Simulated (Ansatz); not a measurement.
```yaml
atoms:
  - { symbol: C, position_ang: [-0.2800, -0.1436, 0.6639] }
  - { symbol: Si, position_ang: [-0.0045, 0.3486, -1.1290] }
  - { symbol: H, position_ang: [0.4288, 0.3750, 1.3283] }
  - { symbol: H, position_ang: [-0.1930, 1.8211, -1.3086] }
  - { symbol: H, position_ang: [-0.9695, -0.3582, -2.0263] }
  - { symbol: H, position_ang: [-0.1420, -1.2277, 0.8005] }
  - { symbol: H, position_ang: [1.3818, -0.0012, -1.5669] }
  - { symbol: H, position_ang: [-1.3003, 0.1122, 0.9904] }
```

Geometry: r2SCAN-D4/def2-SVP.

Level of theory: isolated molecule in a Gaussian basis; Kohn-Sham density functional theory, functional PBE0 in Ansatz 0.2.0.

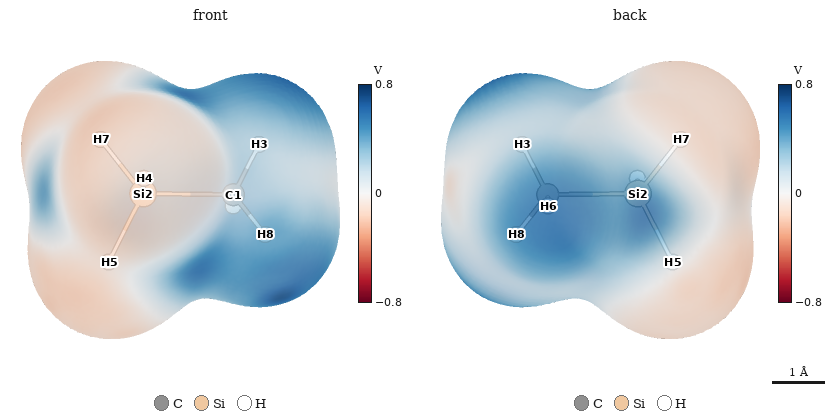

CH6Si (SMILES C[SiH3]). The electrostatic potential painted on the density surface at 0.001 e/bohr³, seen from the front and from behind; red is negative and blue positive.

Describe the electrostatic potential map.

The most negative region (about −0.2 V) lies over H4, H5 and H7, the most positive (about +0.6 V) over Si2, H3, H6 and H8.

What dipole moment does the calculation give?

Its dipole moment is 0.81 D.
